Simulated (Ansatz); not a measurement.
Cost and result by functional for the surface energy of the (31-40) surface of hcp Ti in its 1x1 cell, outermost plane spacing 0.24 Å in the ideal cut, in Ansatz (plane waves, PAW). Single points on the PBE structure, on one kind of machine; costs are rough ratios of the slab run's core time (references not counted) to the cheapest single point. r2SCAN's cost holds its higher cutoff (500 against 420 eV). Differences are taken against r2SCAN for comparison alone: no measured value is at hand, so the table doesn't rank accuracy.

Slab: 30 atoms, 10.1 Å thick at the start (thin: gaps and levels are the slab's own); k 8x4x1, smearing 0.1 eV, dipole-corrected; all atoms relaxed; start symmetry kept, larger cells not searched; no spin, no spin-orbit, no U. These notes are the PBE run's.

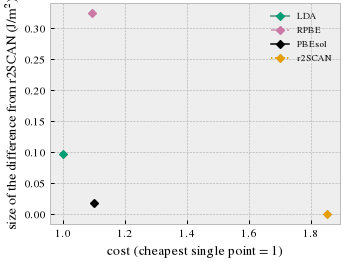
Figure: Difference from r2SCAN against cost

| functional | relative cost | surface energy (J/m²) | less r2SCAN (J/m²) |
|---|---|---|---|
| LDA | 1 | 2.35 | 0.10 |
| RPBE | 1 | 1.93 | -0.32 |
| PBEsol | 1 | 2.27 | 0.02 |
| r2SCAN | 2 | 2.25 | 0.00 |
| PBE (the relaxed run's value) | – | 2.08 | -0.17 |

The values span 0.42 J/m², while the single points' costs differ by a factor of roughly 2. Differences are of unrounded values.

Ansatz is a quantum-chemistry and plane-wave program.
